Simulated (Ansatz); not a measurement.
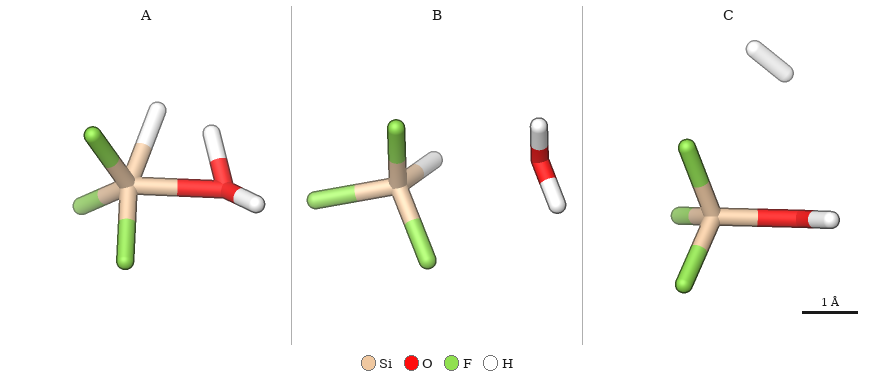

Three geometries of SiH₃OF₃: a saddle point and the two minima that it joins, in shuffled order. The picture is a stick view, seen at a tilt. Sticks join atoms that are closer than about 1.2 times the sum of their covalent radii (a little more with hydrogen).

Stationary points at PBE0-D4/def2-TZVP, single-point energies with PBE-QIDH (def2-TZVPP where no basis is named; Ansatz 0.2.0). The energies are electronic, without zero-point or thermal terms, and both ends are the minima reached downhill from the saddle, with any fragments still in contact.

Q: Which frame is the transition state, what reaction does it lead through, and what barrier is to be expected?

A: Frame A is the saddle point. Counted by bonded pieces, C holds H₂ + SiHOF₃ and B holds H₂O + SiHF₃. From C over the saddle to B, bonds form: H–Si (3.50 → 1.68 → 1.46 Å), H–O (3.10 → 1.13 → 0.96 Å). Bonds break: O–Si (1.60 → 1.79 → 2.72 Å), H–H (0.75 → 1.14 → 3.24 Å). The saddle has one imaginary mode, 1288i cm⁻¹. With PBE-QIDH the barrier is 227.8 kJ/mol from C and 154.8 kJ/mol from B, and B lies 73.1 kJ/mol above C.

Limits of the set-up: the start holds two separate molecules, 3.1 Å apart at their closest, whose relative position is a soft coordinate.
